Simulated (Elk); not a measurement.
**How TaN absorbs and reflects light**

Aim: the dielectric function of TaN, and the optical constants that follow from it.

Main program and level: Elk 11.2.3 (patched build); DFT, LDA, all-electron APW+lo, Dirac cores, scalar-relativistic bands, independent-particle optical response without local fields.

**1. Starting point**

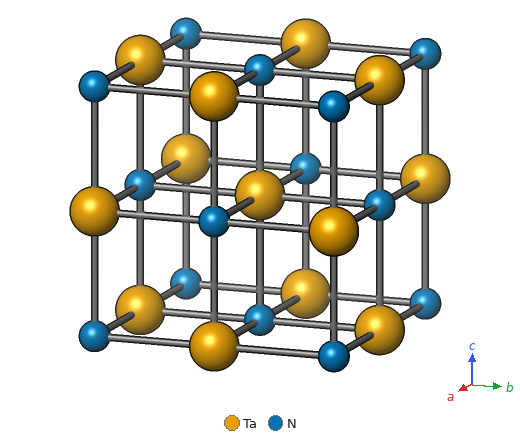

Start, viewed slightly off an axis; tantalum orange, nitrogen blue. This picture shows the conventional cell, with its axes. Some periodic images of atoms are drawn too.

**2. Ground state**

First the ground state: is it a metal or has it a gap?

This step: DFT, LDA, all-electron APW+lo, Dirac cores, scalar-relativistic bands, ground state (Elk 11.2.3 (patched build)).

Contents of elk.in:

```
tasks
  0
  120

xctype
  3

nempty
  12

lorbcnd
  .true.

rgkmax
  7.0

swidth
  0.0018375

maxscl
  100

epsengy
  1e-05

sppath
  './'

avec
  0.000000000000 4.117713225560 4.117713225560
  4.117713225560 0.000000000000 4.117713225560
  4.117713225560 4.117713225560 0.000000000000

atoms
  2
  'Ta.in'
  1
  0.500000000000 0.500000000000 0.500000000000   0.000 0.000 0.000
  'N.in'
  1
  0.000000000000 0.000000000000 0.000000000000   0.000 0.000 0.000

ngridk
  12 12 12
```

Command:

```sh
$ OMP_NUM_THREADS=4 elk
```

Numbers of over 12 decimals in the logs are rounded to 6 here.

The program printed:

```text
┌─────────────────────────┐
│ Elk code version 11.2.3 │
└─────────────────────────┘

All units are atomic (Hartree, Bohr, etc.)

┌─────────────────────────────────────────────────┐
│ Ground-state run starting from atomic densities │
└─────────────────────────────────────────────────┘

Lattice vectors :
   0.000000000       4.117713226       4.117713226
   4.117713226       0.000000000       4.117713226
   4.117713226       4.117713226       0.000000000

Reciprocal lattice vectors :
 -0.7629459560      0.7629459560      0.7629459560
  0.7629459560     -0.7629459560      0.7629459560
  0.7629459560      0.7629459560     -0.7629459560

Unit cell volume      :    139.6362855
Brillouin zone volume :    1.776402262

Muffin-tin inner radius fraction :   0.1000000000E-01

Nuclei treated as point charges

Species : 1 (Ta)
 parameters loaded from : Ta.in
 name : tantalum
 nuclear charge    :   -73.00000000
 electronic charge :    73.00000000
 atomic mass :    329847.8435
 muffin-tin radius :    2.475999355
 number of radial points in muffin-tin :    697
 inner part over the whole radius :   0.9808255783E-02
 number on inner part of muffin-tin    :    498
 approximate nuclear radius :   0.1005189763E-03
 number of mesh points to nuclear radius :    262
 atomic positions (lattice), magnetic fields (Cartesian) :
  1 :   0.00000000  0.00000000  0.00000000    0.00000000  0.00000000  0.00000000

Species : 2 (N)
 parameters loaded from : N.in
 name : nitrogen
 nuclear charge    :   -7.000000000
 electronic charge :    7.000000000
 atomic mass :    25532.65216
 muffin-tin radius :    1.591713871
 number of radial points in muffin-tin :    297
 inner part over the whole radius :   0.9815181303E-02
 number on inner part of muffin-tin    :    203
 approximate nuclear radius :   0.4939692610E-04
 number of mesh points to nuclear radius :     86
 atomic positions (lattice), magnetic fields (Cartesian) :
  1 :   0.50000000  0.50000000  0.50000000    0.00000000  0.00000000  0.00000000

Total number of atoms per unit cell :    2
Total muffin-tin volume :    80.47497808
 ratio of muffin-tin to unit cell volume :   0.5763185249

Spin treatment :
 spin-unpolarised

Number of Bravais lattice symmetries :   48
Number of crystal symmetries         :   48
Crystal has inversion symmetry
Real symmetric eigensolver will be used

k-point grid :     12    12    12
k-point offset :    0.000000000       0.000000000       0.000000000
k-point set is reduced with full crystal symmetry group
Total number of k-points :       72

Muffin-tin radius times maximum |G+k| :    7.000000000
 using average radius
Maximum |G+k| for APW functions       :    3.441737218
Maximum (1/2)|G+k|²                   :    5.922777538
Maximum |G| for potential and density :    12.00000000
Constant for pseudocharge density :    7
 order of it for each species :   14  14
 order of it for pair densities of each species (exact exchange by exxq0 0: 14) :   14   4
Radial integration step length :    1

G-vector grid sizes :     24    24    24
Number of G-vectors :     4015

Maximum angular momentum used for
 APW functions            :    8
 outer part of muffin-tin :    6
 inner part of muffin-tin :    2

Total nuclear charge    :   -80.00000000
Total core charge       :    48.00000000
Total valence charge    :    32.00000000
Total excess charge     :    0.000000000
Total electronic charge :    80.00000000

Effective Wigner radius, rₛ :   0.7469185242

Number of empty states         :     24
Total number of valence states :     41
Total number of core states    :     48

Conduction state local-orbitals added automatically
Third-order local-orbitals added for an l without core states : F
Total number of local-orbitals :    130

Exchange-correlation functional :      3     0     0
 Perdew-Wang/Ceperley-Alder, Phys. Rev. B 45, 13244 (1992)
 gradient requirement :    0
 local density approximation (LDA)

Smearing type :    3
 Fermi-Dirac
Smearing width :   0.1837500000E-02
Effective electronic temperature (K) :    580.2366081

Mixing type :    3
 Broyden mixing, J. Phys. A: Math. Gen. 17, L317 (1984)

Kohn-Sham potential initialised from atomic data

┌──────────────────────────────┐
│ Self-consistent loop started │
└──────────────────────────────┘

┌─────────────────┐
│ Loop number : 1 │
└─────────────────┘

Energies :
 Fermi                       :     0.413144
 sum of occupied eigenvalues :     -9576.6466403618
 electron kinetic            :      17574.770125294
 core electron kinetic       :      16979.497809945
 Coulomb                     :     -32931.682084263
 Coulomb potential           :     -26741.584197001
 nuclear-nuclear             :     -1564.6485399175
 electron-nuclear            :     -36026.110706460
 Hartree                     :      4659.0771621136
 Madelung                    :     -19560.889985763
 xc potential                :     -409.83256865440
 exchange                    :     -306.78167765786
 correlation                 :     -8.033202
 electron entropic           :    -0.24274226237164E-03
 total energy                :     -15671.727081854

Density of states at Fermi energy :    22.03782264
 (states/Hartree/unit cell)

Estimated indirect band gap :   0.1074733839E-02
 from k-point 15 to k-point 34
Estimated direct band gap   :   0.2184462213E-01
 at k-point 44

Charges :
 core                        :    48.00000000
 valence                     :    32.00000000
 interstitial                :    2.842619775
 muffin-tins (core leakage)
  species : 1 (Ta)
   atom 1                    :    70.48553527     ( -0.2472523676E-05)
  species : 2 (N)
   atom 1                    :    6.671844958     ( -0.2447279867E-05)
 total in muffin-tins        :    77.15738022
 total calculated charge     :    79.99917789
 total charge                :    80.00000000
 error                       :   0.8221124789E-03

┌─────────────────┐
│ Loop number : 2 │
└─────────────────┘

Energies :
 Fermi                       :     0.414569
 sum of occupied eigenvalues :     -9576.7120073185
 electron kinetic            :      17574.522409458
 core electron kinetic       :      16979.413202578
 Coulomb                     :     -32931.903218560
 Coulomb potential           :     -26741.309165027
 nuclear-nuclear             :     -1564.6485399175
 electron-nuclear            :     -36026.827972678
 Hartree                     :      4659.5732940349
 Madelung                    :     -19561.248636046
 xc potential                :     -409.92525174887
 exchange                    :     -306.78637609228
 correlation                 :     -8.033161
 electron entropic           :    -0.25041167085562E-03
 total energy                :     -15672.200596885

Density of states at Fermi energy :    22.94973953
 (states/Hartree/unit cell)

Estimated indirect band gap :   0.1428461818E-02
 from k-point 15 to k-point 34
Estimated direct band gap   :   0.2172138956E-01
 at k-point 44

Charges :
 core                        :    48.00000000
 valence                     :    32.00000000
 interstitial                :    2.846834455
 muffin-tins (core leakage)
  species : 1 (Ta)
   atom 1                    :    70.49963477     ( -0.2477770444E-05)
  species : 2 (N)
   atom 1                    :    6.653530778     ( -0.2444478568E-05)
 total in muffin-tins        :    77.15316554
 total calculated charge     :    79.99918435
 total charge                :    80.00000000
 error                       :   0.8156452497E-03

RMS change in Kohn-Sham potential (target) :   0.3297515559     (  0.1000000000E-05)
Absolute change in total energy (target)   :   0.4735150312     (  0.1000000000E-04)

[... 13 loops left out ...]

┌──────────────────┐
│ Loop number : 16 │
└──────────────────┘

Energies :
 Fermi                       :     0.583153
 sum of occupied eigenvalues :     -9568.4519461825
 electron kinetic            :      17581.084138242
 core electron kinetic       :      16980.346855577
 Coulomb                     :     -32937.515662995
 Coulomb potential           :     -26731.570507762
 nuclear-nuclear             :     -1564.6485399175
 electron-nuclear            :     -36047.961433384
 Hartree                     :      4675.0943103061
 Madelung                    :     -19571.730409114
 xc potential                :     -417.96557666225
 exchange                    :     -306.90844196017
 correlation                 :     -8.032099
 electron entropic           :    -0.33450856243820E-03
 total energy                :     -15671.372400254

Density of states at Fermi energy :    31.05035619
 (states/Hartree/unit cell)

Estimated indirect band gap :   0.5629317524E-03
 from k-point 26 to k-point 70
Estimated direct band gap   :   0.2018678072E-02
 at k-point 10

Charges :
 core                        :    48.00000000
 valence                     :    32.00000000
 interstitial                :    2.951098563
 muffin-tins (core leakage)
  species : 1 (Ta)
   atom 1                    :    71.03598957     ( -0.2629690954E-05)
  species : 2 (N)
   atom 1                    :    6.012911870     ( -0.2418525095E-05)
 total in muffin-tins        :    77.04890144
 total calculated charge     :    79.99940961
 total charge                :    80.00000000
 error                       :   0.5903924959E-03

RMS change in Kohn-Sham potential (target) :   0.8853514358E-07 (  0.1000000000E-05)
Absolute change in total energy (target)   :   0.3808654583E-05 (  0.1000000000E-04)

Convergence targets achieved

┌──────────────────┐
│ Loop number : 17 │
└──────────────────┘

Energies :
 Fermi                       :     0.583153
 sum of occupied eigenvalues :     -9568.4519514486
 electron kinetic            :      17581.084132261
 core electron kinetic       :      16980.346851923
 Coulomb                     :     -32937.515661170
 Coulomb potential           :     -26731.570507978
 nuclear-nuclear             :     -1564.6485399175
 electron-nuclear            :     -36047.961429267
 Hartree                     :      4675.0943080146
 Madelung                    :     -19571.730407181
 xc potential                :     -417.96557573181
 exchange                    :     -306.90844190420
 correlation                 :     -8.032099
 electron entropic           :    -0.33450857979958E-03
 total energy                :     -15671.372404353

Density of states at Fermi energy :    31.05035666
 (states/Hartree/unit cell)

Estimated indirect band gap :   0.5629380179E-03
 from k-point 26 to k-point 70
Estimated direct band gap   :   0.2018679608E-02
 at k-point 10

Charges :
 core                        :    48.00000000
 valence                     :    32.00000000
 interstitial                :    2.951098686
 muffin-tins (core leakage)
  species : 1 (Ta)
   atom 1                    :    71.03598938     ( -0.2629689860E-05)
  species : 2 (N)
   atom 1                    :    6.012911936     ( -0.2418525573E-05)
 total in muffin-tins        :    77.04890131
 total calculated charge     :    79.99940961
 total charge                :    80.00000000
 error                       :   0.5903926160E-03

┌──────────────────────────────┐
│ Self-consistent loop stopped │
└──────────────────────────────┘

Wrote STATE.OUT
```

The job ended after 10 s (4 threads of Arm Neoverse V1, shared host; peak memory 0.07 GiB; 33 s of CPU time).

Read-outs, printed or worked out from the files:

* total energy: -15671 Ha
* Fermi energy: 15.87 eV
* DOS at the Fermi level: 1.141 states/eV/cell

There are states at the Fermi level within the smearing, so the occupations stay smeared and the carriers get a Drude term.

**3. Independent particles**

The spectrum is a sum over vertical transitions between filled and empty bands at the fixed density, so many empty bands are needed.

This step: DFT, LDA, all-electron APW+lo, Dirac cores, scalar-relativistic bands, independent-particle optical response without local fields (Elk 11.2.3 (patched build)).

elk.in, as its differences from that of step 2:

```diff
@@ -1,4 +1,9 @@
 tasks
-  0
-  120
+  121
+
+optcomp
+  1 1
+
+intraband
+  .true.
 
@@ -17,9 +22,7 @@
 swidth
-  0.0018375
+  0.0055124
 
-maxscl
-  100
-
-epsengy
-  1e-05
+wplot
+  400 100 0
+  0.0 0.58799
```

Command:

```sh
$ OMP_NUM_THREADS=4 elk
```

The program printed:

```text
┌─────────────────────────────────┐
│ Elk code version 11.2.3 started │
└─────────────────────────────────┘

┌────────────────────┐
│ Current task : 121 │
└────────────────────┘
Info(checkmt): changed muffin-tin radius of species 1 (Ta) from   2.8000 to   2.4760
Info(checkmt): changed muffin-tin radius of species 2 (N) from   1.8000 to   1.5917

Info(findsymcrys): atomic basis shift (lattice) :
  0.5000000000      0.5000000000      0.5000000000
See GEOMETRY.OUT for new atomic positions

Info(dielectric):
 dielectric tensor written to EPSILON_ij.OUT
 optical conductivity written to SIGMA_ij.OUT
 plasma frequency written to PLASMA_ij.OUT
 for components
  i = 1, j = 1

┌──────────────────┐
│ Elk code stopped │
└──────────────────┘
```

Wall time 2.6 s (4 threads); peak memory 0.04 GiB.

Read-outs, printed or worked out from the files:

```
Drude plasma energy, first axis : 10.42 eV
```

Sum at mesh points, not converged in k. The Im ε, E ∥ x by photon energy; read off at these points:

| photon energy (eV) | Im ε, E ∥ x |
| --- | --- |
| 1 | 35.6 |
| 2 | 8.64 |
| 3 | 3.14 |
| 4 | 3.69 |
| 5 | 4.29 |
| 6 | 5.72 |
| 7 | 6.43 |
| 8 | 6.85 |
| 9 | 6.64 |
| 10 | 6.08 |
| 11 | 6.52 |
| 12 | 5.44 |
| 13 | 2.72 |
| 14 | 2.25 |
| 15 | 1.69 |

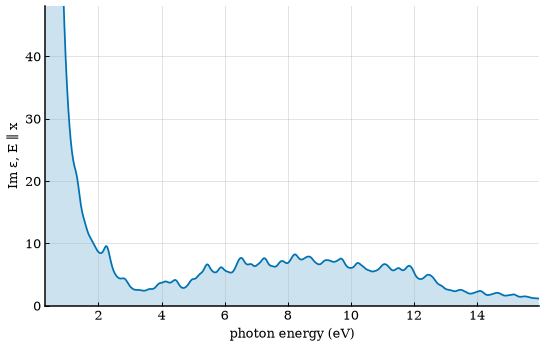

Im ε, E ∥ x against photon energy. Below 1 eV the curve runs off the scale.

Values under 1 per cm are given as 1; sum at mesh points, not converged in k. The absorption coefficient, E ∥ x by photon energy:

| photon energy (eV) | absorption coefficient, E ∥ x (1/cm) |
| --- | --- |
| 1.00 | 1.3e6 |
| 2.00 | 1.2e6 |
| 3.00 | 1.1e6 |
| 4.00 | 7.7e5 |
| 5.00 | 6.2e5 |
| 6.00 | 9.0e5 |
| 7.00 | 1.1e6 |
| 8.00 | 1.3e6 |
| 9.00 | 1.6e6 |
| 10.00 | 1.9e6 |
| 11.00 | 2.1e6 |
| 12.00 | 2.7e6 |
| 13.00 | 2.6e6 |
| 14.00 | 2.1e6 |
| 15.00 | 2.0e6 |

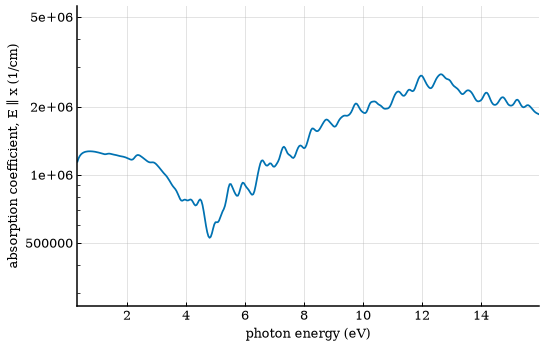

Absorption coefficient, E ∥ x against photon energy.

The reflectivity at normal incidence, E ∥ x has structure finer than the step of the table below, so its rows give means over 1 eV, whole bins alone (the curve runs from 0.32 to 16.0 eV). Peaks (eV: height): 13.0: 58.0.

Sum at mesh points, not converged in k. Table of reflectivity at normal incidence, E ∥ x by photon energy; means over each step:

| photon energy (eV) | reflectivity at normal incidence, E ∥ x (%) |
| --- | --- |
| 1 | 96.1 |
| 2 | 91.7 |
| 3 | 87.2 |
| 4 | 52.4 |
| 5 | 25.9 |
| 6 | 28.2 |
| 7 | 31.9 |
| 8 | 33.0 |
| 9 | 36.6 |
| 10 | 39.1 |
| 11 | 39.2 |
| 12 | 46.2 |
| 13 | 54.4 |
| 14 | 48.7 |
| 15 | 44.6 |

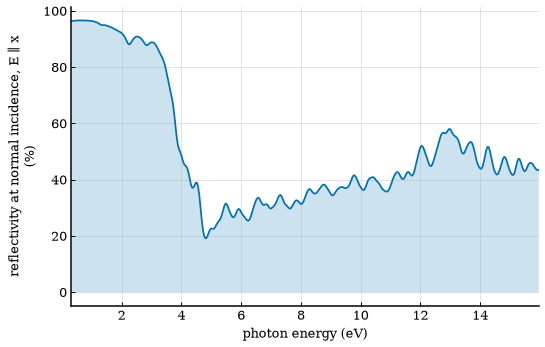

Reflectivity at normal incidence, E ∥ x against photon energy.

The loss function −Im 1/ε at q → 0, E ∥ x has structure finer than the step of the table below, so its rows give means over 1 eV, whole bins alone (the curve runs from 0.32 to 16.0 eV). Peaks (eV: height): 4.7: 0.347.

Sum at mesh points, not converged in k. The loss function −Im 1/ε at q → 0, E ∥ x by energy loss; means over each step:

| energy loss (eV) | loss function −Im 1/ε at q → 0, E ∥ x |
| --- | --- |
| 1 | 0.00169 |
| 2 | 0.00762 |
| 3 | 0.0218 |
| 4 | 0.161 |
| 5 | 0.218 |
| 6 | 0.152 |
| 7 | 0.137 |
| 8 | 0.133 |
| 9 | 0.138 |
| 10 | 0.147 |
| 11 | 0.160 |
| 12 | 0.150 |
| 13 | 0.164 |
| 14 | 0.254 |
| 15 | 0.331 |

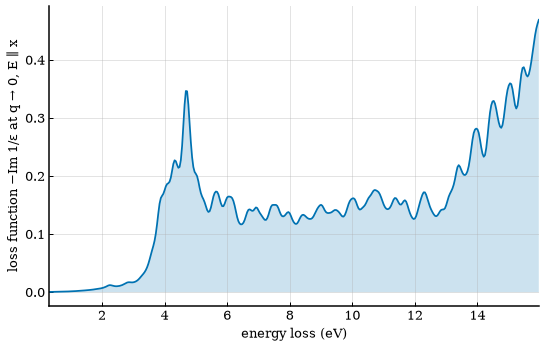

Loss function −Im 1/ε at q → 0, E ∥ x, plotted against energy loss.

From ε follow the optical constants at some laser and lamp lines:

| wavelength (nm) | n | k | R (%) | 1/α |
| --- | --- | --- | --- | --- |
| 1550 | 2.17 | 15.685 | 96.6 | 7.9 nm |
| 1064 | 1.17 | 10.513 | 95.9 | 8.1 nm |
| 633 | 0.74 | 6.019 | 92.5 | 8.4 nm |
| 450 | 0.54 | 4.077 | 88.6 | 8.8 nm |
| 365 | 0.43 | 2.798 | 82.4 | 10 nm |
| 308 | 0.99 | 1.893 | 47.6 | 13 nm |
| 193 | 2.34 | 1.520 | 30.5 | 10 nm |

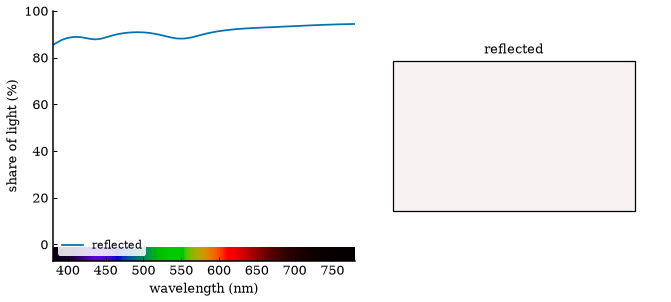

Light reflected across the visible range, with the colour that it makes of daylight (sRGB).

In reflection the computed colour is near white: x = 0.315, y = 0.329, luminous reflectivity 90 %.

**4. Results**

| Item | Value |
| --- | --- |
| Drude plasma energy, first axis | 10.4 eV |

In words: At this level (LDA, independent particles) TaN is a metal with a Drude plasma energy of 10.4 eV. The mesh is too coarse to trust the carriers' weight, the reflectivity or the colour to better than tens of per cent. Along x the bare Drude plasma energy is 10.4 eV; Re ε first rises through zero at 4.70 eV, far lower, because interband transitions screen the carriers. Im ε is 2.9 there, so the loss peak at that energy is weak. In reflection the computed colour is near white: x = 0.315, y = 0.329, luminous reflectivity 90 %. The carriers' damping of 0.15 eV is typed, not computed; at 0.8 eV the carriers give 45 % of Im ε along the first axis; the rest comes from the sum over bands, which at low energy also holds close bands and the noise of the mesh. Spin-orbit coupling is left out although heavy atoms are present. The sum runs over mesh points 0.21 Å⁻¹ apart with no interpolation, so peaks are partly noise of the mesh, and the Drude plasma energy, a sum over the Fermi surface, isn't converged.

[Machine, clock and banner lines and Python warnings are left out of the logs.]

[Logs are printed without paths, hosts, clocks, repeated set-up lines and the standing remarks that a program may print on its own settings, such as how far it seeks lower states.]

[Hosts, paths, dates, database ids (printed as entryN), source tags and the programs' standing remarks are cut or masked in the printed files.]
